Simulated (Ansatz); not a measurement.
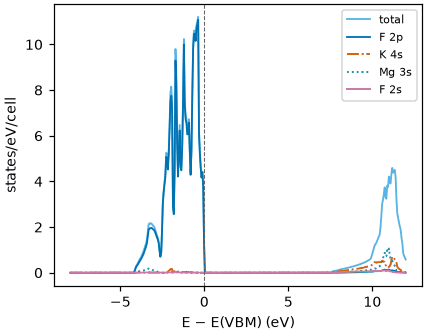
Total and projected density of states of KMgF$_{3}$ (cubic perovskite, Pm-3m), LDA in the plane-wave PAW code Ansatz

Problem. Which orbitals carry the states next to the gap?

Solution. Top 1 eV of the valence band: F 2p 99 %. Bottom 1 eV of the conduction band: K 4s 51 %, F 2s 22 %, Mg 3s 19 %. Projections are on Löwdin-orthogonalised atomic valence shells; empty p or d shells of many metals are not among them.

Problem. Where is the tallest occupied peak in this window, and what makes it?

Solution. Near -0.4 eV, about 11 states/eV per cell; the largest projected share is F 2p.

Symmetry was held in the LDA relaxation; phonons on a q-mesh show no instability.

Potentials: the later of the program's two PAW sets.
